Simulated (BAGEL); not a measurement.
**singlet GeNH3Cl+ at 5 levels**

We compute a comparison of 5 runs (HF/cc-pVDZ, B3LYP/6-31G*, B3LYP/cc-pVDZ, PBE0/cc-pVDZ, RI-MP2/cc-pVDZ) of singlet GeNH3Cl+. 

The calculation is run with BAGEL 1.2.2.

3 further runs of the same task are left out: 1 that didn't finish, 2 set aside as unsound or not needed.

## 1. Starting point

GeNH3Cl+ has 6 atoms, charge +1, and is taken as a singlet. SMILES of the parent species: `[NH][GeH2][Cl]`. The coordinates come from a PBE0-D4/def2-TZVP relaxation. This is one conformer, not always the lowest. That shape belongs to the parent species and isn't relaxed for this state.

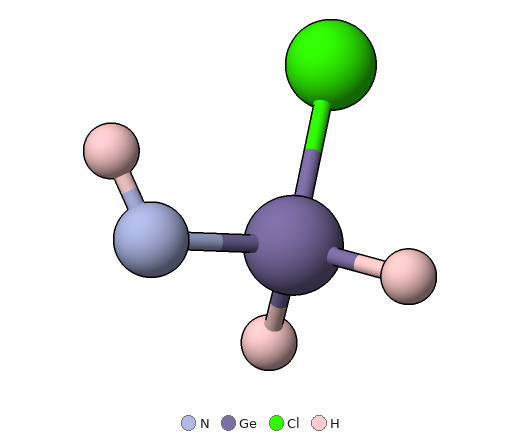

Viewed from a chosen angle; nitrogen light blue, germanium purple, chlorine green, hydrogen pink.

## 2. The energy at HF/cc-pVDZ (density fitting with qzvpp-jkfit) (run 1)

Input file input.json:

```json
{ "bagel": [

{
  "title": "molecule",
  "basis": "cc-pvdz.json",
  "df_basis": "qzvpp-jkfit",
  "angstrom": "true",
  "geometry": [
    { "atom": "N", "xyz": [      -0.523200,      -1.383000,      -0.263000 ] },
    { "atom": "Ge", "xyz": [       0.415600,       0.163700,       0.121700 ] },
    { "atom": "Cl", "xyz": [      -0.803100,       1.938400,      -0.087900 ] },
    { "atom": "H", "xyz": [      -1.489900,      -1.161600,      -0.521200 ] },
    { "atom": "H", "xyz": [       1.570300,       0.283500,      -0.878700 ] },
    { "atom": "H", "xyz": [       0.872500,       0.095000,       1.582900 ] }
  ]
},

{
  "title": "hf",
  "charge": 1
},

{
  "title": "print",
  "file": "orbitals.molden",
  "orbitals": "true"
}

]}
```

The basis set cc-pVDZ is read from a file made from the Basis Set Exchange's data (not shown).

Started as:

```
$ BAGEL_NUM_THREADS=1 BAGEL input.json > input.out
```

The program printed:

```text
* using 1 threads per process

  ===============================================================
  ===============================================================

  *** Geometry ***

  { "atom" : "N", "xyz" : [     -0.988705,     -2.613491,     -0.496998 ] },
  { "atom" : "Ge", "xyz" : [      0.785370,      0.309348,      0.229980 ] },
  { "atom" : "Cl", "xyz" : [     -1.517639,      3.663045,     -0.166107 ] },
  { "atom" : "H", "xyz" : [     -2.815503,     -2.195106,     -0.984925 ] },
  { "atom" : "H", "xyz" : [      2.967437,      0.535737,     -1.660502 ] },
  { "atom" : "H", "xyz" : [      1.648786,      0.179524,      2.991247 ] },

  Number of auxiliary basis functions:      525

  Since a DF basis is specified, we compute 2- and 3-index integrals:
    o Being stored without compression. Storage requirement is 0.023 GB

  Number of basis functions:       74
  Number of electrons      :       59

    * METHOD: MOLECULE                             0.25

  *** RHF ***

  === Nuclear Repulsion ===
   260.8012353787

      * DIIS with orbital gradients will be used.

  === RHF iteration (cc-pvdz.json) ===
      0      -2590.31182357          0.02205518           0.10
      1      -2590.45097456          0.01755463           0.08
      2      -2590.60900951          0.00320624           0.07
[... 14 lines of this table left out ...]
     17      -2590.62966384          0.00000001           0.07
    * SCF iteration converged.

    * Permanent dipole moment:
           (    0.183857,     2.104488,     0.214210) a.u.

    * METHOD: HF                                   1.65

    * METHOD: PRINT                                0.01

  ===============================================================
```

Wall time 2.2 s (1 thread of Arm Neoverse V2, shared host); peak memory 0.11 GiB.

## 3. The energy at B3LYP/6-31G(d) (density fitting with qzvpp-jkfit, spherical functions) (run 2)

Input file job.json:

```json
{ "bagel" : [

{
  "title" : "molecule",
  "basis" : "6-31gs.json",
  "df_basis" : "qzvpp-jkfit",
  "angstrom" : true,
  "geometry" : [
    { "atom" : "N", "xyz" : [   -0.523200,   -1.383000,   -0.263000 ] },
    { "atom" : "Ge", "xyz" : [    0.415600,    0.163700,    0.121700 ] },
    { "atom" : "Cl", "xyz" : [   -0.803100,    1.938400,   -0.087900 ] },
    { "atom" : "H", "xyz" : [   -1.489900,   -1.161600,   -0.521200 ] },
    { "atom" : "H", "xyz" : [    1.570300,    0.283500,   -0.878700 ] },
    { "atom" : "H", "xyz" : [    0.872500,    0.095000,    1.582900 ] }
  ]
},
{ "title" : "ks", "xc_func" : "b3lyp", "charge" : 1 },
{ "title" : "print", "file" : "orbitals.molden", "orbitals" : true }

]}
```

The basis set 6-31G* is read from a file made from the Basis Set Exchange's data (not shown).

Started as:

```
$ BAGEL_NUM_THREADS=1 BAGEL job.json > job.out
```

The program printed:

```text
* using 1 threads per process

  ===============================================================
  ===============================================================

  *** Geometry ***

[... 19 lines left out ...]
    * Removing 9869 points whose weight is below 1.00e-10
[... 2 lines left out ...]
  === Nuclear Repulsion ===
   260.8012353787

       - DIIS with orbital gradients will be used.

  === KS iteration (b3lyp / 6-31gs.json) ===
      0      -2509.56215436          0.12359347           0.29
      1      -2302.59346623          0.24121780           0.27
      2      -2474.69918379          0.14668136           0.34
[... 20 lines of this table left out ...]
     23      -2593.07233492          0.00000001           0.27
    * SCF iteration converged.

    * Permanent dipole moment:
           (   -0.178117,     1.008490,     0.027594) a.u.

    * METHOD: KS                                   6.87

    * METHOD: PRINT                                0.01

  ===============================================================
```

It took 7.5 s on 1 thread of Arm Neoverse V2, shared host; peak memory 0.32 GiB.

Runs 3 to 4 aren't shown in full; the table further down has their settings and results.

## 4. The energy at RI-MP2/cc-pVDZ (density fitting with qzvpp-jkfit) (run 5)

Input file input.json:

```json
{ "bagel": [

{
  "title": "molecule",
  "basis": "cc-pvdz.json",
  "df_basis": "qzvpp-jkfit",
  "angstrom": true,
  "geometry": [
    { "atom": "N", "xyz": [   -0.523200,   -1.383000,   -0.263000 ] },
    { "atom": "Ge", "xyz": [    0.415600,    0.163700,    0.121700 ] },
    { "atom": "Cl", "xyz": [   -0.803100,    1.938400,   -0.087900 ] },
    { "atom": "H", "xyz": [   -1.489900,   -1.161600,   -0.521200 ] },
    { "atom": "H", "xyz": [    1.570300,    0.283500,   -0.878700 ] },
    { "atom": "H", "xyz": [    0.872500,    0.095000,    1.582900 ] }
  ]
},
{
  "title": "hf",
  "charge": 1
},
{
  "title": "mp2",
  "charge": 1,
  "ncore": 15
}

]}
```

The basis set cc-pVDZ is read from a file made from the Basis Set Exchange's data (not shown).

Started as:

```
$ BAGEL_NUM_THREADS=1 BAGEL input.json > input.out
```

The program printed:

```text
* using 1 threads per process

  ===============================================================
  ===============================================================

  *** Geometry ***

[... 30 lines left out ...]
    * SCF iteration converged.
[... 1 line left out ...]
    * Permanent dipole moment:
[... 2 lines left out ...]
    * METHOD: HF                                   1.47

  *** RHF ***

  === Nuclear Repulsion ===
   260.8012353787

      * DIIS with orbital gradients will be used.

  === RHF iteration (cc-pvdz.json) ===
      0      -2590.62966384          0.00000000           0.07
    * SCF iteration converged.

    * Permanent dipole moment:
           (    0.183857,     2.104488,     0.214210) a.u.

  === DF-MP2 calculation ===

    * freezing 15 orbitals
    * 3-index integral transformation done
    * assembly done

      MP2 correlation energy:   -0.3654634757      0.03

      MP2 total energy:       -2590.9951273171

    * METHOD: MP2                                  0.18

  ===============================================================
```

Wall time 2.2 s (1 thread of Arm Neoverse V2, shared host); peak memory 0.11 GiB.

## 5. All runs side by side

| run | level | frozen core orbitals | energy (Eh) | HOMO energy (eV) | LUMO energy (eV) | HOMO–LUMO gap (eV) | wall time |
| --- | --- | --- | --- | --- | --- | --- | --- |
| 1 | HF/cc-pVDZ (density fitting with qzvpp-jkfit) | – | -2590.629664 | -17.30 | -8.80 | 8.50 | 2.2 s |
| 2 | B3LYP/6-31G* (density fitting with qzvpp-jkfit, spherical functions) | – | -2593.072335 | -14.46 | -13.10 | 1.36 | 7.5 s |
| 3 | B3LYP/cc-pVDZ (density fitting with qzvpp-jkfit) | – | -2593.360357 | -14.42 | -13.05 | 1.37 | 9 s |
| 4 | PBE0/cc-pVDZ (density fitting with qzvpp-jkfit) | – | -2592.817014 | -14.65 | -12.97 | 1.68 | 7.8 s |
| 5 | RI-MP2/cc-pVDZ (density fitting with qzvpp-jkfit) | 15 | -2590.995127 | – | – | – | 2.2 s |

## 6. What came out

```
                                           quantity           value
                                run 5: total energy  -2590.99513 Eh
run 5: correlation energy (15 core orbitals frozen)      -365.5 mEh
```

Over runs 1, 2, 3, 4 the HOMO–LUMO gap runs from 1.36 eV (B3LYP/6-31G*) to 8.50 eV (HF/cc-pVDZ). The two ends differ in method and basis. Totals of different functionals can't be ranked against each other. All runs together took 29 s, the longest 9 s.
